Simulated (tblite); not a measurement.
**CHBF2S: molecular dynamics (part 1 of 2)**

CHBF2S, SMILES FB(F)C=S, computed with GFN2-xTB Langevin dynamics, gas phase (tblite 0.8.0).

It belongs to a series of runs on one base structure; here: H on C replaced by BF2.

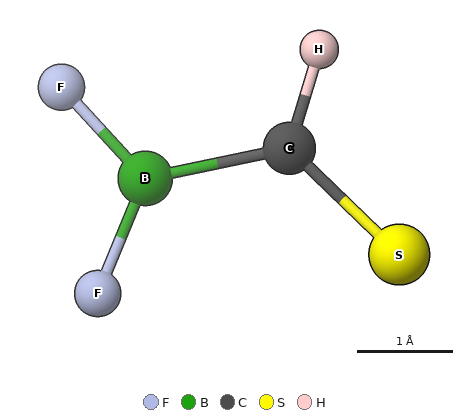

**Figure 1.** The input geometry (ball-and-stick view, seen on its broad side). Bond lengths as drawn: B–C 1.56 Å, B–F 1.31 to 1.32 Å, C–H 1.09 Å and C–S 1.63 Å.

## Input
```
{"job": {"kind": "md", "xc": "GFN2-xTB", "basis": "xTB", "temperature": 300, "steps": 2000, "every": 50}, "charge": 0, "multiplicity": 1}
F      1.244981     1.344350     0.023808
B      0.768648     0.125021     0.102444
F      1.664634    -0.805027     0.360178
C     -0.736397    -0.232916    -0.090813
S     -1.910088     0.848436    -0.404322
H     -1.028655    -1.277873    -0.012869
```

The first line tells a small driver script what to run in tblite; the rest is the geometry in Å.

Hardware: 1 CPU thread, shared host.

Launched with:
```bash
OMP_NUM_THREADS=1 python <driver script> task.json out
```

## Output
```
t/fs     T/K      E/eV
    0.0   138.7   -452.78247
   25.0   144.7   -452.73808
   50.0   103.4   -452.70464
   75.0   206.9   -452.69963
  100.0   255.4   -452.72076
  125.0   211.3   -452.71919
  150.0   279.4   -452.69382
  175.0   299.5   -452.69460
  200.0   238.5   -452.68393
  225.0   169.6   -452.66305
  250.0   140.2   -452.67462
  275.0   131.9   -452.67596
  300.0   130.8   -452.68278
  325.0   298.1   -452.69948
  350.0   282.1   -452.67075
  375.0   241.0   -452.59727
  400.0   279.3   -452.59774
  425.0   202.3   -452.58751
  450.0   151.9   -452.59192
  475.0   303.7   -452.64011
  500.0   254.9   -452.57290
  525.0   248.6   -452.57945
  550.0   292.9   -452.58755
  575.0   318.4   -452.62142
  600.0   349.2   -452.60944
  625.0   334.3   -452.56909
  650.0   564.0   -452.69249
  675.0   516.9   -452.55778
  700.0   431.9   -452.50738
  725.0   239.2   -452.55393
  750.0   328.2   -452.69184
  775.0   255.3   -452.63924
  800.0   234.4   -452.61126
  825.0   311.5   -452.71542
  850.0   237.5   -452.66566
  875.0   328.2   -452.63349
  900.0   278.2   -452.59793
  925.0   180.0   -452.58641
  950.0   240.7   -452.64992
  975.0   211.3   -452.67416
 1000.0   326.2   -452.73747
```

## Trajectory as extended XYZ (Å, eV, eV/Å), 41 frames, from step=0 to step=40
```
6
Properties=species:S:1:pos:R:3:forces:R:3 step=0 time_fs=0.0 energy=-452.78247 temperature=138.7
F     1.2450    1.3444    0.0238   -0.0008  -0.0035   0.0021
B     0.7686    0.1250    0.1024   -0.0014   0.0000  -0.0027
F     1.6646   -0.8050    0.3602   -0.0036   0.0030  -0.0003
C    -0.7364   -0.2329   -0.0908    0.0070   0.0027  -0.0020
S    -1.9101    0.8484   -0.4043    0.0000  -0.0008   0.0007
H    -1.0287   -1.2779   -0.0129   -0.0012  -0.0015   0.0022
6
Properties=species:S:1:pos:R:3:forces:R:3 step=1 time_fs=25.0 energy=-452.73808 temperature=144.7
F     1.2443    1.2915    0.0346   -0.1821   0.5325  -0.0931
B     0.7416    0.0873    0.0843   -0.1272   0.0465   0.1355
F     1.6769   -0.8002    0.3203   -0.0601  -0.5668   0.0219
C    -0.7767   -0.2578   -0.1183    0.1928  -0.7206  -0.3484
S    -1.9402    0.8250   -0.4511    0.0082   0.0270   0.0959
H    -1.0563   -1.3342   -0.1790    0.1685   0.6814   0.1883
6
Properties=species:S:1:pos:R:3:forces:R:3 step=2 time_fs=50.0 energy=-452.70464 temperature=103.4
F     1.2540    1.2695    0.0019    0.1068  -0.4264   0.2568
B     0.7816    0.0385    0.1044    0.1328   0.3242  -0.6818
F     1.6744   -0.9222    0.3176   -0.4849   0.5266   0.0494
C    -0.7168   -0.2615   -0.2295   -0.7194  -0.4317   0.5096
S    -1.9654    0.7715   -0.5094    0.7886  -0.2651   0.0473
H    -1.0213   -1.3165   -0.1403    0.1760   0.2724  -0.1813
6
Properties=species:S:1:pos:R:3:forces:R:3 step=3 time_fs=75.0 energy=-452.69963 temperature=206.9
F     1.2076    1.2043    0.0718   -0.2931  -0.0318  -0.3793
B     0.7082   -0.0112   -0.0110    0.4803  -0.0436   1.1186
F     1.5940   -0.9248    0.3556   -0.0658  -0.1337  -0.3108
C    -0.7945   -0.3811   -0.1259   -0.0040   0.9558  -0.7998
S    -1.9179    0.7138   -0.5898    0.0295  -0.1735   0.1571
H    -1.1138   -1.3920   -0.0075   -0.1469  -0.5733   0.2141
6
Properties=species:S:1:pos:R:3:forces:R:3 step=4 time_fs=100.0 energy=-452.72076 temperature=255.4
F     1.0673    1.1817    0.1160   -0.0412  -0.3783   0.2221
B     0.6079   -0.0533    0.1911    0.4620  -0.0061  -0.6206
F     1.5106   -1.0034    0.3431    0.0802   0.2056   0.2251
C    -0.8581   -0.4266   -0.1408    0.1667  -0.1806   0.7602
S    -1.9043    0.6753   -0.6677   -0.6804   0.4712  -0.4071
H    -1.2262   -1.4212    0.0935    0.0125  -0.1118  -0.1797
6
Properties=species:S:1:pos:R:3:forces:R:3 step=5 time_fs=125.0 energy=-452.71919 temperature=211.3
F     0.9563    1.1072    0.1869    0.2881  -0.5102   0.0006
B     0.5791   -0.1582    0.1431   -0.0033   0.0316   0.3711
F     1.4931   -1.0910    0.3861   -0.3225   0.5702  -0.1632
C    -0.9212   -0.4770   -0.1407   -0.0425  -0.8626  -0.3797
S    -1.8971    0.6503   -0.7841   -0.2109   0.0826   0.0381
H    -1.3171   -1.5164   -0.0901    0.2911   0.6884   0.1331
6
Properties=species:S:1:pos:R:3:forces:R:3 step=6 time_fs=150.0 energy=-452.69382 temperature=279.4
F     0.9458    1.0271    0.3186   -0.0526   0.1514   0.1422
B     0.5049   -0.2100    0.2616    0.4496   0.4737  -0.2535
F     1.4535   -1.0964    0.4001    0.2440  -0.5249   0.2010
C    -0.9274   -0.5439   -0.1617   -1.3506   0.5432  -0.5973
S    -1.8472    0.6343   -0.9045    0.6144  -1.1524   0.6261
H    -1.3440   -1.5582   -0.0611    0.0952   0.5090  -0.1185
6
Properties=species:S:1:pos:R:3:forces:R:3 step=7 time_fs=175.0 energy=-452.69460 temperature=299.5
F     0.9379    1.0417    0.4900    0.0189  -0.5742   0.1150
B     0.5030   -0.2018    0.3281    0.5198   0.6796  -0.2835
F     1.4113   -1.1555    0.4205   -0.1367   0.2288   0.1809
C    -0.9213   -0.4977   -0.1741   -0.9196   0.9699  -0.8902
S    -1.8302    0.5798   -1.0716    0.8252  -1.0240   0.9086
H    -1.2961   -1.4990   -0.0636   -0.3076  -0.2802  -0.0308
6
Properties=species:S:1:pos:R:3:forces:R:3 step=8 time_fs=200.0 energy=-452.68393 temperature=238.5
F     0.9485    0.9928    0.6702   -0.2435  -0.5620  -0.4388
B     0.5064   -0.1985    0.2605    0.0124   0.8592   0.6175
F     1.3475   -1.1689    0.4941    0.1838  -0.3053  -0.1019
C    -0.9677   -0.4430   -0.1943    0.0838   1.3047  -0.7995
S    -1.8211    0.5419   -1.2037    0.4356  -0.5970   0.5508
H    -1.4664   -1.2744    0.2386   -0.4721  -0.6997   0.1719
6
Properties=species:S:1:pos:R:3:forces:R:3 step=9 time_fs=225.0 energy=-452.66305 temperature=169.6
F     0.9510    0.9747    0.6673    0.2064  -0.5426  -0.0500
B     0.5070   -0.2259    0.3102   -0.7965   1.6774  -0.1486
F     1.2696   -1.2420    0.5048    0.7333  -0.7009   0.2272
C    -0.9384   -0.3676   -0.2562   -0.2523  -1.8215   0.6115
S    -1.7862    0.5493   -1.2593   -0.2576   0.6489  -0.4467
H    -1.4379   -1.3326    0.0488    0.3668   0.7387  -0.1934
6
Properties=species:S:1:pos:R:3:forces:R:3 step=10 time_fs=250.0 energy=-452.67462 temperature=140.2
F     1.0570    0.9683    0.6975   -0.6944  -1.4262  -0.5775
B     0.5145   -0.2065    0.2985   -0.2334   0.7748   0.2630
F     1.2658   -1.2722    0.4615    0.1508   0.2344   0.0678
C    -0.9480   -0.4361   -0.3042    0.2857  -0.3040   0.1515
S    -1.7413    0.6131   -1.2603    0.0653  -0.0836   0.1568
H    -1.4135   -1.4433   -0.1534    0.4260   0.8045  -0.0616
6
Properties=species:S:1:pos:R:3:forces:R:3 step=11 time_fs=275.0 energy=-452.67596 temperature=131.9
F     1.0201    0.8590    0.6979    0.3486   0.9109   0.3169
B     0.5043   -0.2591    0.2979    0.1215   0.6570  -0.0429
F     1.2585   -1.2881    0.4708    0.8595  -1.2315   0.2777
C    -0.8436   -0.4180   -0.3697   -0.7675  -1.0140  -0.0110
S    -1.6835    0.6234   -1.2541   -0.4207   0.6863  -0.4554
H    -1.2524   -1.4273   -0.2714   -0.1415  -0.0086  -0.0853
6
Properties=species:S:1:pos:R:3:forces:R:3 step=12 time_fs=300.0 energy=-452.68278 temperature=130.8
F     0.9736    0.8809    0.6766   -0.2920  -1.2702  -0.4385
B     0.5299   -0.3135    0.2562   -0.0639   0.0423   0.2164
F     1.3015   -1.3781    0.5352   -0.6020   1.0881  -0.2169
C    -0.8840   -0.5069   -0.4732    0.2284   0.9201  -0.1925
S    -1.6830    0.6976   -1.2842    0.6155  -0.8849   0.6330
H    -1.3545   -1.4889   -0.4653    0.1140   0.1045  -0.0015
6
Properties=species:S:1:pos:R:3:forces:R:3 step=13 time_fs=325.0 energy=-452.69948 temperature=298.1
F     0.9330    0.7681    0.5892   -0.1157   0.3515   0.1066
B     0.4094   -0.3994    0.2869    1.3288   0.4019   0.4410
F     1.2329   -1.3733    0.6521   -0.6020  -0.1778  -0.1897
C    -0.8603   -0.5202   -0.5434   -0.8693  -0.0751  -0.7845
S    -1.6906    0.7082   -1.2543    0.3860  -0.3866   0.4030
H    -1.1914   -1.5202   -0.8052   -0.1279  -0.1138   0.0235
6
Properties=species:S:1:pos:R:3:forces:R:3 step=14 time_fs=350.0 energy=-452.67075 temperature=282.1
F     0.8522    0.7931    0.5560   -0.5594  -1.3391  -0.3941
B     0.3861   -0.4338    0.2128    1.3117   0.7443   0.8582
F     1.0928   -1.4256    0.7547   -0.4275   0.4727  -0.3031
C    -0.8313   -0.6520   -0.7147    0.4344   0.3791   0.4961
S    -1.6416    0.6646   -1.2235   -0.3319  -0.3338  -0.2945
H    -1.0990   -1.6802   -0.9189   -0.4273   0.0768  -0.3627
6
Properties=species:S:1:pos:R:3:forces:R:3 step=15 time_fs=375.0 energy=-452.59727 temperature=241.0
F     0.7558    0.7852    0.5108   -0.1429  -2.1058  -0.3818
B     0.3990   -0.4965    0.1351    0.6488   1.3661   1.2232
F     0.9703   -1.4999    0.7941   -0.1875   0.7835  -0.4467
C    -0.7895   -0.6338   -0.8419    0.8662  -0.5153   0.3804
S    -1.6134    0.6884   -1.2136   -0.8629   0.7262  -0.5121
H    -1.0661   -1.6062   -1.2072   -0.3218  -0.2548  -0.2629
6
Properties=species:S:1:pos:R:3:forces:R:3 step=16 time_fs=400.0 energy=-452.59774 temperature=279.3
F     0.7881    0.6847    0.4975    0.2663  -0.6727   0.3435
B     0.3699   -0.5488    0.1573    0.4840   2.4778   0.2684
F     0.9416   -1.5245    0.7603    0.4052  -0.9409   0.4374
C    -0.7039   -0.5227   -0.9062   -0.5536  -1.5370  -0.5700
S    -1.6375    0.7357   -1.2477   -0.4990   0.8261  -0.2263
H    -0.9224   -1.4522   -1.4231   -0.1028  -0.1533  -0.2530
6
Properties=species:S:1:pos:R:3:forces:R:3 step=17 time_fs=425.0 energy=-452.58751 temperature=202.3
F     0.9304    0.6539    0.5618   -0.8641  -1.1562  -0.7234
B     0.3967   -0.5206    0.1147   -0.2734   1.8591  -0.5169
F     0.9415   -1.5212    0.7218    0.0276  -0.8630   0.0828
C    -0.7619   -0.5553   -1.0443    0.7067   0.8882   0.9194
S    -1.7071    0.7766   -1.2623    0.4514  -0.9053   0.0147
H    -0.8816   -1.4168   -1.7021   -0.0483   0.1771   0.2234
6
Properties=species:S:1:pos:R:3:forces:R:3 step=18 time_fs=450.0 energy=-452.59192 temperature=151.9
F     0.9736    0.6587    0.5839    0.1648  -0.0587   0.0766
B     0.4432   -0.4499    0.1034   -0.3612   2.7003  -0.3798
F     0.8091   -1.5393    0.6114    1.2172  -2.5129   1.3736
C    -0.6634   -0.4821   -0.9263   -1.4747   1.3382  -0.7137
S    -1.7601    0.7003   -1.2969    0.7251  -0.6001   0.2138
H    -0.8426   -1.4347   -1.3520   -0.2712  -0.8669  -0.5705
6
Properties=species:S:1:pos:R:3:forces:R:3 step=19 time_fs=475.0 energy=-452.64011 temperature=303.7
F     1.0030    0.6516    0.6580   -0.6952  -1.0405  -0.5938
B     0.4072   -0.4250    0.1188   -0.2331   0.7638  -0.1487
F     0.8210   -1.5895    0.5439    0.4108  -0.1578   0.3481
C    -0.7301   -0.5045   -0.9839   -0.6662   1.4500  -0.3197
S    -1.8837    0.6545   -1.3429    1.2347  -1.2066   0.4505
H    -0.7482   -1.4081   -1.6009   -0.0510   0.1912   0.2636
6
Properties=species:S:1:pos:R:3:forces:R:3 step=20 time_fs=500.0 energy=-452.57290 temperature=254.9
F     0.9723    0.5506    0.6670   -0.6149   0.0985  -0.1275
B     0.2724   -0.4486    0.1436    1.5373   0.2919   0.5401
F     0.8139   -1.5958    0.5186   -0.4994  -0.1773  -0.1124
C    -0.6970   -0.3557   -1.0387   -0.2705  -1.4075  -1.3411
S    -2.0094    0.5194   -1.3845   -0.0788   0.3472   0.1917
H    -0.4776   -1.1631   -1.8192   -0.0737   0.8472   0.8492
6
Properties=species:S:1:pos:R:3:forces:R:3 step=21 time_fs=525.0 energy=-452.57945 temperature=248.6
F     0.9658    0.6187    0.6621   -0.8658  -1.3131  -0.8698
B     0.3581   -0.4167    0.0295    0.9744  -0.1513   1.3614
F     0.7413   -1.6345    0.4583   -0.1553   1.1402  -0.2331
C    -0.6333   -0.3597   -1.1561    0.3078   0.3231  -1.1610
S    -2.0478    0.3933   -1.3774   -0.2472   0.1127   0.3260
H    -0.2506   -0.8105   -2.0959   -0.0138  -0.1116   0.5765
6
Properties=species:S:1:pos:R:3:forces:R:3 step=22 time_fs=550.0 energy=-452.58755 temperature=292.9
F     0.7703    0.6311    0.6762   -0.2663   0.3754  -0.4498
B     0.3701   -0.3585   -0.0976    0.9864  -0.0349   1.8226
F     0.7705   -1.5010    0.4512   -0.1240  -0.1912  -0.4805
C    -0.5310   -0.3689   -1.3142   -1.0032   0.3258   0.1788
S    -2.0424    0.2397   -1.3416    0.0878   0.2313  -0.0082
H    -0.3154   -1.0938   -2.0470    0.3193  -0.7065  -1.0630
```
